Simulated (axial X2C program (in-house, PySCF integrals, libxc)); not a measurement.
**Relativistic diatomic calculation for TcP⁻**

System: TcP⁻, single determinant with M_S = 5/2 and |Λ| = 0.
Method: PBE50, spin-free X2C-1e, Tc dyall-acv3z, P dyall-av3z (cores contracted) (axial X2C program (in-house, PySCF integrals, libxc)).

**Results in brief**

- outcome: converged
- bond length rₑ: 2.128 Å
- ωₑ: 480.1 cm⁻¹
- energy at the minimum: −4627.22305 hartree
- depth below the fragments: 3.21 eV
- largest ⟨S²⟩ along the curve: 9.11
- hardware: 1 thread of Arm Neoverse V1, 24 GiB of memory available, shared host
- wall time: 5.6 s

**Notes**

Caveats: 6 of the 10 points asked for were kept.

**Input**
```
{"zs": [43, 15], "q": -1, "bas": ["dyall-acv3z", "dyall-av3z"], "levels": ["PBE0", "HF", "PBE50"], "cc": true, "r0": 2.22, "thr": -2.0, "nmax": 90, "npts": 10, "nst": 2, "ntry": 6}
```

The line is the task of a batch: nuclear charges, charge, bases, the levels to run, a first guess of the distance and further settings. This report covers PBE50 without spin-orbit coupling. The log is that of the reference distance 2.132 Å.

The run was one of a batch that the task file lists, launched with:
```bash
python <driver script> task.json out
```

**Output**
```
spin-free X2C-1e  PBE50
basis functions 221  fitting functions 1056  grid points 5077
iter        total energy     max residual
   1      -4627.217724904     1.06e-01
   2      -4627.221857036     2.90e-03
   3      -4627.221211944     7.22e-03
   4      -4627.222586840     1.86e-03
   5      -4627.222742799     8.25e-04
   6      -4627.222904022     6.85e-04
   7      -4627.223012639     2.57e-04
   8      -4627.223036955     1.32e-04
   9      -4627.223039168     5.42e-05
  10      -4627.223039601     2.03e-05
  11      -4627.223039656     9.49e-06
  12      -4627.223039674     6.22e-06
  13      -4627.223039682     2.70e-06
  14      -4627.223039684     6.00e-07
converged
one-electron -6712.80279540  Coulomb 2078.40499892  exact exchange -75.16143813  xc functional -77.75728586  nuclear repulsion 160.09348079
```

**The points of the curve**

```tsv
R (Å)	E (hartree)	dipole (D; origin at the first atom, positive when the second is positive)	highest filled (eV)	lowest empty (eV)
2.004	−4627.216201	−6.64	−0.58	1.84
2.068	−4627.221600	−7.16	−0.62	1.84
2.132	−4627.223040	−7.65	−0.65	1.83
2.207	−4627.221027	−8.17	−0.69	1.83
2.281	−4627.216219	−8.65	−0.71	1.83
2.377	−4627.207420	−9.20	−0.74	1.82
```

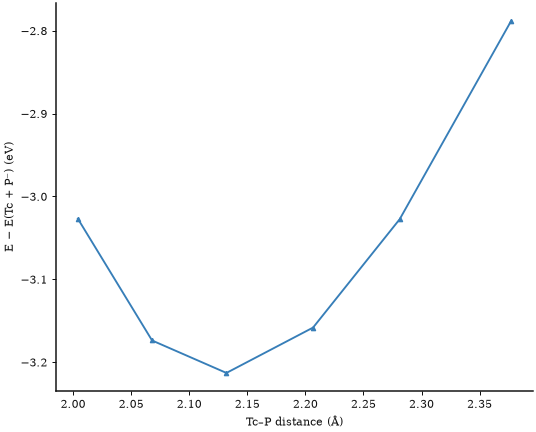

Energy at 6 bond lengths, for one set of occupations held fixed; the line joins the points. A polynomial of degree 4 through 6 points gives rₑ = 2.128 Å, ωₑ = 480.1 cm⁻¹, ωₑxₑ = 1.8 cm⁻¹ and Bₑ = 0.1579 cm⁻¹. The minimum lies 3.21 eV below Tc + P⁻, each computed as one determinant at the same level.

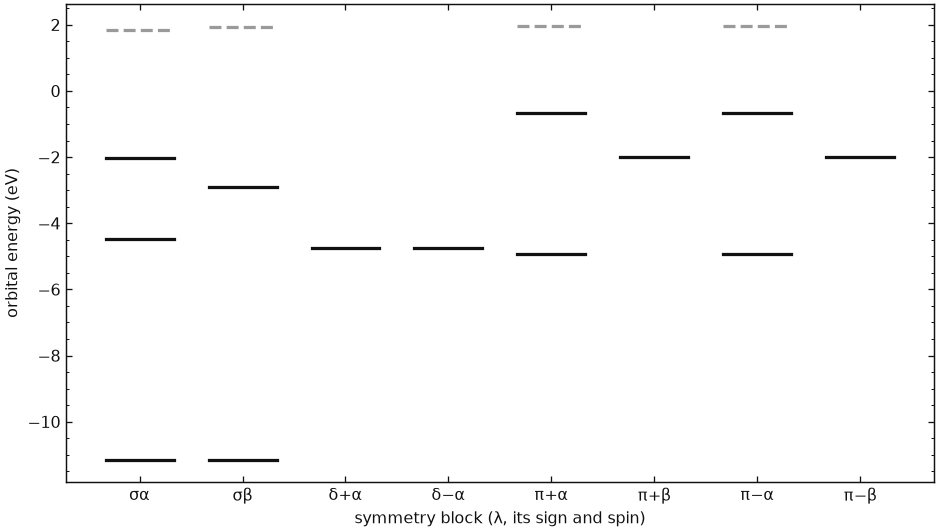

Orbital energies near the frontier at 2.13 Å, filled (solid) and empty (dashed); a label such as π−α means λ = −1 and α spin. The highest filled orbital (π−α; 57 % P p, 28 % Tc p) lies at −0.65 eV, the lowest empty one (σα; 90 % Tc p, 7 % Tc s) at 1.83 eV.
